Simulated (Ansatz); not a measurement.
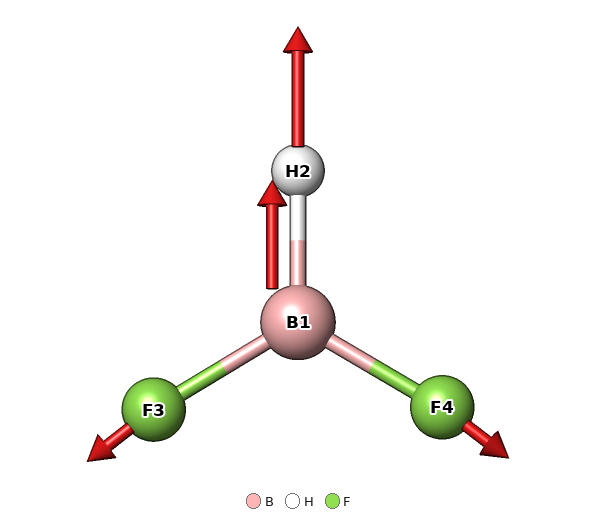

The arrows show one normal mode. Harmonic vibrations computed with RKS PBE0-D4/def2-TZVP (Ansatz 0.2.0) at a stationary point of the same level.

At what wavenumber does it lie?

1187 cm⁻¹; it is mode 4 of 6 counted from the lowest.
